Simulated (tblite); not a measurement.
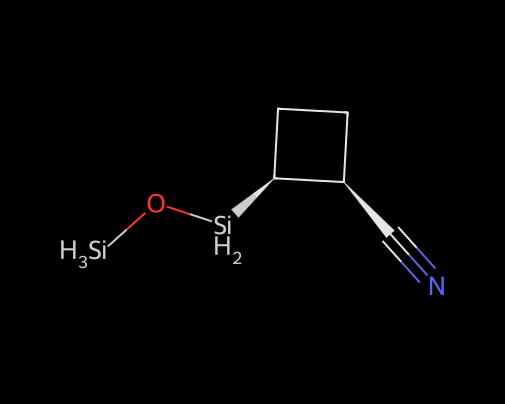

Figure made from data computed with tblite.

Skeletal drawing of a molecule.

Write the SMILES.

N#C[C@@H]1CC[C@@H]1[SiH2]O[SiH3]

What is the molecular formula?

C5H11NOSi2.

An optimisation with GFN2-xTB gave a structure of which point group?

C1.
